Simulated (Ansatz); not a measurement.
Bands of a (4,0) ZnO nanotube, along its axis.

The numbers are results of PBE (plane waves to 420 eV, PAW; Ansatz, a quantum-chemistry and plane-wave program), not measurements. Mesh 1×1×6. No spin polarisation. Periodic along z alone, with about 11 Å of vacuum beside it. A hypothetical model, rolled from the flat sheet. Only distortions within the start's symmetry and period were free.

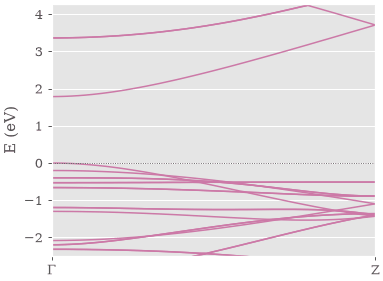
Fig. 1. Bands from the zone centre to the zone edge (period 5.52 Å); the dotted line marks the highest filled level

Is it a metal or a semiconductor at this level? Give what the bands show.

A semiconductor in PBE.
| Item | Value |
|---|---|
| PBE gap | 1.79 eV, direct at Γ |
